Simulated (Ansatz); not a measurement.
Breaking the O4–H5 bond in H3OSb (SMILES [OH][SbH2]) (multiplicity 1 held, fragments rigid). Energies count from the point at 0.963 Å.
Geometry at that point (charge 0, multiplicity 1):
```xyz
5

Sb    -0.1399    -0.1885     0.1728
H     -1.5793    -0.0012    -0.7491
H      0.3463    -1.5010    -0.8260
O      0.8768     1.1704    -0.8710
H      1.3545     1.7530    -0.2717
```

Restricted levels (R-, RO-) in cc, def2 and unpolarised 6-31G sets keep to the state of the molecule at rest. U- levels take the lowest unrestricted solution at each point, which mixes spins at long bonds. Active spaces are followed from a long bond inwards. Curves can end on different states.

Cores are frozen in the correlated methods. Filled d and f shells under p-block atoms count as core.

The values were computed with Ansatz (Gaussian orbitals).  In def2 rows elements past Kr take small-core potentials, without spin–orbit coupling.

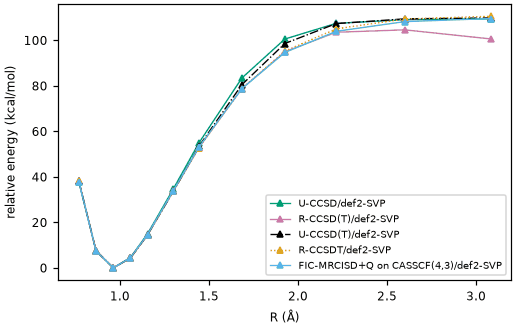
Figure. Relative energy along the coordinate

Doubts at one or more of the structures used: a spin-contaminated determinant (U-CCSD/def2-SVP, U-CCSD(T)/def2-SVP); T1 above 0.05 (U-CCSD/def2-SVP, U-CCSD(T)/def2-SVP); a restricted determinant that unrestricted orbitals would lower (R-CCSD(T)/def2-SVP, R-CCSDT/def2-SVP); other coupled-cluster roots lie near (R-CCSD(T)/def2-SVP, R-CCSDT/def2-SVP); active orbitals that take no part (FIC-MRCISD+Q on CASSCF(4,3)/def2-SVP).

Ansatz is a first-principles code.
